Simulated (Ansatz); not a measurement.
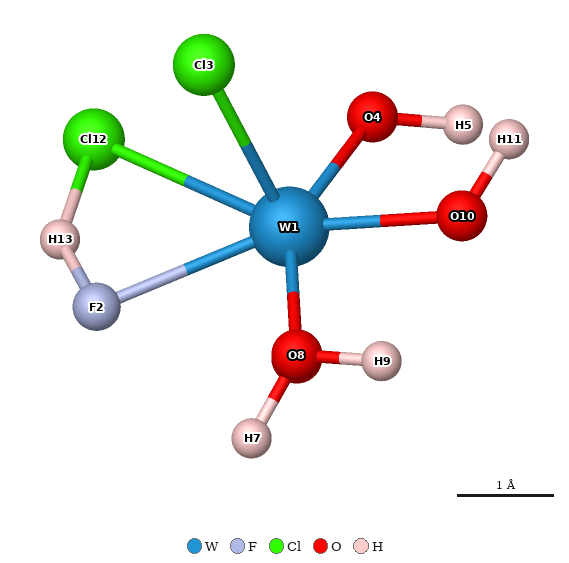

*The starting structure (ball-and-stick view, seen at a tilt; atoms are numbered from 1 in the order of the input). Sticks mark near contacts.*

Bond lengths as drawn: Cl–H 1.54 Å, Cl–W 2.33 to 2.80 Å, F–H 1.17 Å, F–W 2.18 Å, H–O 0.98 Å and O–W 1.90 to 1.96 Å.

Molecular dynamics of WH$_{5}$Cl$_{2}$O$_{4}$F (part 1 of 3)

- system: WH$_{5}$Cl$_{2}$O$_{4}$F
- method: RKS PBE/def2-SVP (Ansatz 0.2.0)

It belongs to a series of runs on one base structure; here: dynamics from the highest image of the converged band. Figures and captions count atoms from 1; the log counts them from 0 in places.

### Log
```
Engine: ansatz 0.2.0, aarch64-unknown-linux-gnu
Functional definition: PBE
  parameter kappa = 0.804
  parameter beta = 0.06672455060314922
  exchange = pbe_x(kappa = kappa, mu = beta*pi^2/3)
  correlation = pbe_c(beta = beta)
1707 factors; their error is unknown
mean field evaluation 1: about -37801.8856 eV, gradient 1.2e2 eV
mean field evaluation 2: about -37478.0711 eV, gradient 3.6e2 eV
mean field evaluation 4: about -37821.8697 eV, gradient 5.2e1 eV
mean field evaluation 8: about -37827.2570 eV, gradient 2.7e0 eV
mean field evaluation 16: about -37827.1904 eV, gradient 6.8e-2 eV
mean field -37827.19041984 eV, -1390.1236077384 hartree, gradient 7.0e-5 eV, S^2 0.000000; 0 other end points of the search recorded, 0 dependent functions left out
the calculation of the forces begins
reference -37827.19049499 eV, -1390.1236105004 hartree; 47, 47 occupied and 116, 116 virtual orbitals, 1707 factors
md step     0: t =     0.00 fs  T =   100.0 K  F+E_penalty+E_count = -37827.19041984 eV  E_kin = 0.142186 eV  conserved = -37827.04823384 eV  (37 SCF iters)
these checks for a lower state are left out or cut short: starts, cluster_reference, orbital_swaps, neighbouring_geometries, increment
1707 factors; their error is unknown
mean field evaluation 32: about -37827.1882 eV, gradient 1.9e-5 eV
mean field -37827.18819840 eV, -1390.1235261021 hartree, gradient 1.9e-5 eV, S^2 0.000000; 0 other end points of the search recorded, 0 dependent functions left out
the calculation of the forces begins
reference -37827.18827354 eV, -1390.1235288635 hartree; 47, 47 occupied and 116, 116 virtual orbitals, 1707 factors
md step     1: t =     0.50 fs  T =    98.5 K  F+E_penalty+E_count = -37827.18819840 eV  E_kin = 0.140010 eV  conserved = -37827.04818797 eV  (35 SCF iters)
[... from here on the SCF iterations and repeated set-up lines of each step are left out, up to the last step ...]
md step     2: t =     1.00 fs  T =    94.6 K  F+E_penalty+E_count = -37827.18259640 eV  E_kin = 0.134521 eV  conserved = -37827.04807561 eV  (35 SCF iters)
md step     3: t =     1.50 fs  T =    89.6 K  F+E_penalty+E_count = -37827.17535914 eV  E_kin = 0.127413 eV  conserved = -37827.04794636 eV  (35 SCF iters)
md step     4: t =     2.00 fs  T =    84.9 K  F+E_penalty+E_count = -37827.16851165 eV  E_kin = 0.120661 eV  conserved = -37827.04785086 eV  (35 SCF iters)
md step     5: t =     2.50 fs  T =    81.4 K  F+E_penalty+E_count = -37827.16355663 eV  E_kin = 0.115734 eV  conserved = -37827.04782277 eV  (35 SCF iters)
md step     6: t =     3.00 fs  T =    79.5 K  F+E_penalty+E_count = -37827.16093905 eV  E_kin = 0.113070 eV  conserved = -37827.04786933 eV  (35 SCF iters)
md step     7: t =     3.50 fs  T =    78.7 K  F+E_penalty+E_count = -37827.15993146 eV  E_kin = 0.111962 eV  conserved = -37827.04796950 eV  (35 SCF iters)
md step     8: t =     4.00 fs  T =    78.0 K  F+E_penalty+E_count = -37827.15896953 eV  E_kin = 0.110890 eV  conserved = -37827.04807995 eV  (35 SCF iters)
md step     9: t =     4.50 fs  T =    76.1 K  F+E_penalty+E_count = -37827.15634313 eV  E_kin = 0.108195 eV  conserved = -37827.04814791 eV  (34 SCF iters)
md step    10: t =     5.00 fs  T =    72.4 K  F+E_penalty+E_count = -37827.15102165 eV  E_kin = 0.102889 eV  conserved = -37827.04813276 eV  (35 SCF iters)
md step    11: t =     5.50 fs  T =    67.0 K  F+E_penalty+E_count = -37827.14327189 eV  E_kin = 0.095242 eV  conserved = -37827.04802975 eV  (35 SCF iters)
md step    12: t =     6.00 fs  T =    61.1 K  F+E_penalty+E_count = -37827.13471197 eV  E_kin = 0.086831 eV  conserved = -37827.04788103 eV  (35 SCF iters)
md step    13: t =     6.50 fs  T =    56.2 K  F+E_penalty+E_count = -37827.12764472 eV  E_kin = 0.079884 eV  conserved = -37827.04776105 eV  (35 SCF iters)
md step    14: t =     7.00 fs  T =    53.6 K  F+E_penalty+E_count = -37827.12391467 eV  E_kin = 0.076179 eV  conserved = -37827.04773566 eV  (35 SCF iters)
md step    15: t =     7.50 fs  T =    53.5 K  F+E_penalty+E_count = -37827.12391103 eV  E_kin = 0.076091 eV  conserved = -37827.04781974 eV  (35 SCF iters)
md step    16: t =     8.00 fs  T =    55.1 K  F+E_penalty+E_count = -37827.12634151 eV  E_kin = 0.078374 eV  conserved = -37827.04796718 eV  (36 SCF iters)
md step    17: t =     8.50 fs  T =    56.8 K  F+E_penalty+E_count = -37827.12892835 eV  E_kin = 0.080827 eV  conserved = -37827.04810090 eV  (35 SCF iters)
md step    18: t =     9.00 fs  T =    57.3 K  F+E_penalty+E_count = -37827.12958289 eV  E_kin = 0.081424 eV  conserved = -37827.04815899 eV  (35 SCF iters)
md step    19: t =     9.50 fs  T =    55.7 K  F+E_penalty+E_count = -37827.12736794 eV  E_kin = 0.079244 eV  conserved = -37827.04812347 eV  (35 SCF iters)
md step    20: t =    10.00 fs  T =    52.6 K  F+E_penalty+E_count = -37827.12279358 eV  E_kin = 0.074772 eV  conserved = -37827.04802116 eV  (35 SCF iters)
md step    21: t =    10.50 fs  T =    48.9 K  F+E_penalty+E_count = -37827.11742344 eV  E_kin = 0.069521 eV  conserved = -37827.04790283 eV  (39 SCF iters)
md step    22: t =    11.00 fs  T =    45.9 K  F+E_penalty+E_count = -37827.11308924 eV  E_kin = 0.065270 eV  conserved = -37827.04781958 eV  (35 SCF iters)
md step    23: t =    11.50 fs  T =    44.5 K  F+E_penalty+E_count = -37827.11108631 eV  E_kin = 0.063281 eV  conserved = -37827.04780556 eV  (35 SCF iters)
md step    24: t =    12.00 fs  T =    44.9 K  F+E_penalty+E_count = -37827.11163833 eV  E_kin = 0.063773 eV  conserved = -37827.04786575 eV  (35 SCF iters)
md step    25: t =    12.50 fs  T =    46.3 K  F+E_penalty+E_count = -37827.11380026 eV  E_kin = 0.065822 eV  conserved = -37827.04797856 eV  (35 SCF iters)
md step    26: t =    13.00 fs  T =    47.6 K  F+E_penalty+E_count = -37827.11581479 eV  E_kin = 0.067717 eV  conserved = -37827.04809811 eV  (35 SCF iters)
md step    27: t =    13.50 fs  T =    47.6 K  F+E_penalty+E_count = -37827.11583755 eV  E_kin = 0.067667 eV  conserved = -37827.04817005 eV  (35 SCF iters)
md step    28: t =    14.00 fs  T =    45.5 K  F+E_penalty+E_count = -37827.11278703 eV  E_kin = 0.064633 eV  conserved = -37827.04815361 eV  (35 SCF iters)
md step    29: t =    14.50 fs  T =    41.4 K  F+E_penalty+E_count = -37827.10696257 eV  E_kin = 0.058917 eV  conserved = -37827.04804596 eV  (35 SCF iters)
md step    30: t =    15.00 fs  T =    36.7 K  F+E_penalty+E_count = -37827.10006403 eV  E_kin = 0.052171 eV  conserved = -37827.04789279 eV  (35 SCF iters)
md step    31: t =    15.50 fs  T =    32.8 K  F+E_penalty+E_count = -37827.09447092 eV  E_kin = 0.046700 eV  conserved = -37827.04777082 eV  (35 SCF iters)
md step    32: t =    16.00 fs  T =    31.2 K  F+E_penalty+E_count = -37827.09206600 eV  E_kin = 0.044322 eV  conserved = -37827.04774442 eV  (35 SCF iters)
md step    33: t =    16.50 fs  T =    32.0 K  F+E_penalty+E_count = -37827.09325836 eV  E_kin = 0.045434 eV  conserved = -37827.04782468 eV  (34 SCF iters)
md step    34: t =    17.00 fs  T =    34.4 K  F+E_penalty+E_count = -37827.09681518 eV  E_kin = 0.048853 eV  conserved = -37827.04796266 eV  (36 SCF iters)
md step    35: t =    17.50 fs  T =    36.9 K  F+E_penalty+E_count = -37827.10060118 eV  E_kin = 0.052519 eV  conserved = -37827.04808227 eV  (36 SCF iters)
md step    36: t =    18.00 fs  T =    38.4 K  F+E_penalty+E_count = -37827.10274113 eV  E_kin = 0.054616 eV  conserved = -37827.04812547 eV  (34 SCF iters)
md step    37: t =    18.50 fs  T =    38.3 K  F+E_penalty+E_count = -37827.10252418 eV  E_kin = 0.054445 eV  conserved = -37827.04807880 eV  (34 SCF iters)
md step    38: t =    19.00 fs  T =    37.0 K  F+E_penalty+E_count = -37827.10063432 eV  E_kin = 0.052663 eV  conserved = -37827.04797139 eV  (35 SCF iters)
md step    39: t =    19.50 fs  T =    35.8 K  F+E_penalty+E_count = -37827.09871891 eV  E_kin = 0.050865 eV  conserved = -37827.04785410 eV  (35 SCF iters)
md step    40: t =    20.00 fs  T =    35.7 K  F+E_penalty+E_count = -37827.09859883 eV  E_kin = 0.050822 eV  conserved = -37827.04777663 eV  (35 SCF iters)
md step    41: t =    20.50 fs  T =    37.8 K  F+E_penalty+E_count = -37827.10148244 eV  E_kin = 0.053712 eV  conserved = -37827.04777063 eV  (35 SCF iters)
md step    42: t =    21.00 fs  T =    41.9 K  F+E_penalty+E_count = -37827.10746158 eV  E_kin = 0.059621 eV  conserved = -37827.04784050 eV  (34 SCF iters)
md step    43: t =    21.50 fs  T =    47.5 K  F+E_penalty+E_count = -37827.11544011 eV  E_kin = 0.067478 eV  conserved = -37827.04796237 eV  (35 SCF iters)
md step    44: t =    22.00 fs  T =    53.0 K  F+E_penalty+E_count = -37827.12351662 eV  E_kin = 0.075427 eV  conserved = -37827.04808965 eV  (38 SCF iters)
md step    45: t =    22.50 fs  T =    57.4 K  F+E_penalty+E_count = -37827.12971860 eV  E_kin = 0.081550 eV  conserved = -37827.04816864 eV  (35 SCF iters)
md step    46: t =    23.00 fs  T =    59.6 K  F+E_penalty+E_count = -37827.13284138 eV  E_kin = 0.084681 eV  conserved = -37827.04816077 eV  (35 SCF iters)
md step    47: t =    23.50 fs  T =    59.8 K  F+E_penalty+E_count = -37827.13303413 eV  E_kin = 0.084969 eV  conserved = -37827.04806528 eV  (35 SCF iters)
md step    48: t =    24.00 fs  T =    59.0 K  F+E_penalty+E_count = -37827.13178677 eV  E_kin = 0.083858 eV  conserved = -37827.04792873 eV  (35 SCF iters)
md step    49: t =    24.50 fs  T =    58.6 K  F+E_penalty+E_count = -37827.13120421 eV  E_kin = 0.083379 eV  conserved = -37827.04782519 eV  (35 SCF iters)
md step    50: t =    25.00 fs  T =    59.8 K  F+E_penalty+E_count = -37827.13287755 eV  E_kin = 0.085064 eV  conserved = -37827.04781311 eV  (35 SCF iters)
md step    51: t =    25.50 fs  T =    62.7 K  F+E_penalty+E_count = -37827.13699197 eV  E_kin = 0.089092 eV  conserved = -37827.04789958 eV  (34 SCF iters)
md step    52: t =    26.00 fs  T =    66.2 K  F+E_penalty+E_count = -37827.14222079 eV  E_kin = 0.094185 eV  conserved = -37827.04803583 eV  (35 SCF iters)
md step    53: t =    26.50 fs  T =    69.1 K  F+E_penalty+E_count = -37827.14646266 eV  E_kin = 0.098313 eV  conserved = -37827.04814965 eV  (35 SCF iters)
md step    54: t =    27.00 fs  T =    70.2 K  F+E_penalty+E_count = -37827.14794426 eV  E_kin = 0.099757 eV  conserved = -37827.04818727 eV  (35 SCF iters)
md step    55: t =    27.50 fs  T =    68.9 K  F+E_penalty+E_count = -37827.14605779 eV  E_kin = 0.097921 eV  conserved = -37827.04813724 eV  (35 SCF iters)
md step    56: t =    28.00 fs  T =    65.8 K  F+E_penalty+E_count = -37827.14155958 eV  E_kin = 0.093532 eV  conserved = -37827.04802754 eV  (35 SCF iters)
md step    57: t =    28.50 fs  T =    62.1 K  F+E_penalty+E_count = -37827.13615096 eV  E_kin = 0.088244 eV  conserved = -37827.04790670 eV  (35 SCF iters)
md step    58: t =    29.00 fs  T =    59.0 K  F+E_penalty+E_count = -37827.13172229 eV  E_kin = 0.083900 eV  conserved = -37827.04782248 eV  (35 SCF iters)
md step    59: t =    29.50 fs  T =    57.5 K  F+E_penalty+E_count = -37827.12959764 eV  E_kin = 0.081792 eV  conserved = -37827.04780573 eV  (34 SCF iters)
md step    60: t =    30.00 fs  T =    57.8 K  F+E_penalty+E_count = -37827.13004363 eV  E_kin = 0.082182 eV  conserved = -37827.04786155 eV  (34 SCF iters)
md step    61: t =    30.50 fs  T =    59.2 K  F+E_penalty+E_count = -37827.13218767 eV  E_kin = 0.084220 eV  conserved = -37827.04796719 eV  (35 SCF iters)
md step    62: t =    31.00 fs  T =    60.7 K  F+E_penalty+E_count = -37827.13437565 eV  E_kin = 0.086296 eV  conserved = -37827.04807983 eV  (35 SCF iters)
md step    63: t =    31.50 fs  T =    61.0 K  F+E_penalty+E_count = -37827.13486360 eV  E_kin = 0.086717 eV  conserved = -37827.04814671 eV  (35 SCF iters)
md step    64: t =    32.00 fs  T =    59.4 K  F+E_penalty+E_count = -37827.13262729 eV  E_kin = 0.084496 eV  conserved = -37827.04813162 eV  (35 SCF iters)
md step    65: t =    32.50 fs  T =    56.2 K  F+E_penalty+E_count = -37827.12792810 eV  E_kin = 0.079895 eV  conserved = -37827.04803261 eV  (35 SCF iters)
md step    66: t =    33.00 fs  T =    52.3 K  F+E_penalty+E_count = -37827.12231537 eV  E_kin = 0.074422 eV  conserved = -37827.04789353 eV  (38 SCF iters)
md step    67: t =    33.50 fs  T =    49.3 K  F+E_penalty+E_count = -37827.11793797 eV  E_kin = 0.070152 eV  conserved = -37827.04778577 eV  (35 SCF iters)
md step    68: t =    34.00 fs  T =    48.3 K  F+E_penalty+E_count = -37827.11645111 eV  E_kin = 0.068683 eV  conserved = -37827.04776796 eV  (34 SCF iters)
md step    69: t =    34.50 fs  T =    49.4 K  F+E_penalty+E_count = -37827.11812402 eV  E_kin = 0.070274 eV  conserved = -37827.04784998 eV  (35 SCF iters)
md step    70: t =    35.00 fs  T =    51.8 K  F+E_penalty+E_count = -37827.12169295 eV  E_kin = 0.073706 eV  conserved = -37827.04798673 eV  (35 SCF iters)
md step    71: t =    35.50 fs  T =    54.1 K  F+E_penalty+E_count = -37827.12504369 eV  E_kin = 0.076936 eV  conserved = -37827.04810732 eV  (35 SCF iters)
md step    72: t =    36.00 fs  T =    55.0 K  F+E_penalty+E_count = -37827.12628888 eV  E_kin = 0.078132 eV  conserved = -37827.04815695 eV  (35 SCF iters)
md step    73: t =    36.50 fs  T =    53.8 K  F+E_penalty+E_count = -37827.12462468 eV  E_kin = 0.076504 eV  conserved = -37827.04812055 eV  (35 SCF iters)
md step    74: t =    37.00 fs  T =    51.0 K  F+E_penalty+E_count = -37827.12058446 eV  E_kin = 0.072561 eV  conserved = -37827.04802313 eV  (35 SCF iters)
md step    75: t =    37.50 fs  T =    47.7 K  F+E_penalty+E_count = -37827.11567481 eV  E_kin = 0.067765 eV  conserved = -37827.04790949 eV  (35 SCF iters)
md step    76: t =    38.00 fs  T =    44.9 K  F+E_penalty+E_count = -37827.11166225 eV  E_kin = 0.063835 eV  conserved = -37827.04782767 eV  (35 SCF iters)
md step    77: t =    38.50 fs  T =    43.6 K  F+E_penalty+E_count = -37827.10982496 eV  E_kin = 0.062016 eV  conserved = -37827.04780938 eV  (35 SCF iters)
md step    78: t =    39.00 fs  T =    44.0 K  F+E_penalty+E_count = -37827.11044815 eV  E_kin = 0.062586 eV  conserved = -37827.04786187 eV  (35 SCF iters)
md step    79: t =    39.50 fs  T =    45.5 K  F+E_penalty+E_count = -37827.11271107 eV  E_kin = 0.064746 eV  conserved = -37827.04796493 eV  (35 SCF iters)
md step    80: t =    40.00 fs  T =    47.1 K  F+E_penalty+E_count = -37827.11500656 eV  E_kin = 0.066930 eV  conserved = -37827.04807680 eV  (35 SCF iters)
md step    81: t =    40.50 fs  T =    47.4 K  F+E_penalty+E_count = -37827.11560556 eV  E_kin = 0.067459 eV  conserved = -37827.04814652 eV  (35 SCF iters)
md step    82: t =    41.00 fs  T =    45.9 K  F+E_penalty+E_count = -37827.11345190 eV  E_kin = 0.065317 eV  conserved = -37827.04813534 eV  (35 SCF iters)
md step    83: t =    41.50 fs  T =    42.7 K  F+E_penalty+E_count = -37827.10875233 eV  E_kin = 0.060713 eV  conserved = -37827.04803897 eV  (35 SCF iters)
md step    84: t =    42.00 fs  T =    38.8 K  F+E_penalty+E_count = -37827.10302223 eV  E_kin = 0.055124 eV  conserved = -37827.04789794 eV  (35 SCF iters)
md step    85: t =    42.50 fs  T =    35.6 K  F+E_penalty+E_count = -37827.09844661 eV  E_kin = 0.050664 eV  conserved = -37827.04778241 eV  (35 SCF iters)
md step    86: t =    43.00 fs  T =    34.5 K  F+E_penalty+E_count = -37827.09680402 eV  E_kin = 0.049051 eV  conserved = -37827.04775340 eV  (35 SCF iters)
md step    87: t =    43.50 fs  T =    35.7 K  F+E_penalty+E_count = -37827.09854006 eV  E_kin = 0.050715 eV  conserved = -37827.04782492 eV  (35 SCF iters)
md step    88: t =    44.00 fs  T =    38.4 K  F+E_penalty+E_count = -37827.10255493 eV  E_kin = 0.054599 eV  conserved = -37827.04795554 eV  (38 SCF iters)
md step    89: t =    44.50 fs  T =    41.3 K  F+E_penalty+E_count = -37827.10682963 eV  E_kin = 0.058754 eV  conserved = -37827.04807597 eV  (34 SCF iters)
md step    90: t =    45.00 fs  T =    43.2 K  F+E_penalty+E_count = -37827.10948561 eV  E_kin = 0.061356 eV  conserved = -37827.04812918 eV  (35 SCF iters)
md step    91: t =    45.50 fs  T =    43.3 K  F+E_penalty+E_count = -37827.10966718 eV  E_kin = 0.061569 eV  conserved = -37827.04809778 eV  (34 SCF iters)
md step    92: t =    46.00 fs  T =    42.1 K  F+E_penalty+E_count = -37827.10783216 eV  E_kin = 0.059828 eV  conserved = -37827.04800382 eV  (35 SCF iters)
md step    93: t =    46.50 fs  T =    40.5 K  F+E_penalty+E_count = -37827.10542198 eV  E_kin = 0.057529 eV  conserved = -37827.04789342 eV  (35 SCF iters)
md step    94: t =    47.00 fs  T =    39.6 K  F+E_penalty+E_count = -37827.10415283 eV  E_kin = 0.056339 eV  conserved = -37827.04781432 eV  (35 SCF iters)
md step    95: t =    47.50 fs  T =    40.4 K  F+E_penalty+E_count = -37827.10526357 eV  E_kin = 0.057464 eV  conserved = -37827.04779911 eV  (35 SCF iters)
md step    96: t =    48.00 fs  T =    43.0 K  F+E_penalty+E_count = -37827.10899342 eV  E_kin = 0.061137 eV  conserved = -37827.04785614 eV  (36 SCF iters)
md step    97: t =    48.50 fs  T =    46.8 K  F+E_penalty+E_count = -37827.11445056 eV  E_kin = 0.066484 eV  conserved = -37827.04796641 eV  (36 SCF iters)
md step    98: t =    49.00 fs  T =    50.5 K  F+E_penalty+E_count = -37827.11991761 eV  E_kin = 0.071829 eV  conserved = -37827.04808814 eV  (35 SCF iters)
md step    99: t =    49.50 fs  T =    53.0 K  F+E_penalty+E_count = -37827.12351542 eV  E_kin = 0.075346 eV  conserved = -37827.04816927 eV  (35 SCF iters)
md step   100: t =    50.00 fs  T =    53.3 K  F+E_penalty+E_count = -37827.12401374 eV  E_kin = 0.075845 eV  conserved = -37827.04816912 eV  (35 SCF iters)
md step   101: t =    50.50 fs  T =    51.6 K  F+E_penalty+E_count = -37827.12145318 eV  E_kin = 0.073373 eV  conserved = -37827.04808064 eV  (35 SCF iters)
md step   102: t =    51.00 fs  T =    48.7 K  F+E_penalty+E_count = -37827.11723177 eV  E_kin = 0.069289 eV  conserved = -37827.04794230 eV  (35 SCF iters)
md step   103: t =    51.50 fs  T =    46.2 K  F+E_penalty+E_count = -37827.11349753 eV  E_kin = 0.065674 eV  conserved = -37827.04782384 eV  (35 SCF iters)
md step   104: t =    52.00 fs  T =    45.2 K  F+E_penalty+E_count = -37827.11207952 eV  E_kin = 0.064292 eV  conserved = -37827.04778765 eV  (35 SCF iters)
md step   105: t =    52.50 fs  T =    46.2 K  F+E_penalty+E_count = -37827.11354179 eV  E_kin = 0.065692 eV  conserved = -37827.04785015 eV  (35 SCF iters)
md step   106: t =    53.00 fs  T =    48.5 K  F+E_penalty+E_count = -37827.11693613 eV  E_kin = 0.068964 eV  conserved = -37827.04797185 eV  (35 SCF iters)
md step   107: t =    53.50 fs  T =    50.9 K  F+E_penalty+E_count = -37827.12039551 eV  E_kin = 0.072312 eV  conserved = -37827.04808367 eV  (35 SCF iters)
md step   108: t =    54.00 fs  T =    52.1 K  F+E_penalty+E_count = -37827.12217581 eV  E_kin = 0.074045 eV  conserved = -37827.04813041 eV  (35 SCF iters)
md step   109: t =    54.50 fs  T =    51.6 K  F+E_penalty+E_count = -37827.12152485 eV  E_kin = 0.073430 eV  conserved = -37827.04809443 eV  (36 SCF iters)
md step   110: t =    55.00 fs  T =    49.9 K  F+E_penalty+E_count = -37827.11897450 eV  E_kin = 0.070977 eV  conserved = -37827.04799772 eV  (38 SCF iters)
md step   111: t =    55.50 fs  T =    47.9 K  F+E_penalty+E_count = -37827.11601425 eV  E_kin = 0.068129 eV  conserved = -37827.04788552 eV  (36 SCF iters)
md step   112: t =    56.00 fs  T =    46.8 K  F+E_penalty+E_count = -37827.11439026 eV  E_kin = 0.066585 eV  conserved = -37827.04780527 eV  (36 SCF iters)
```
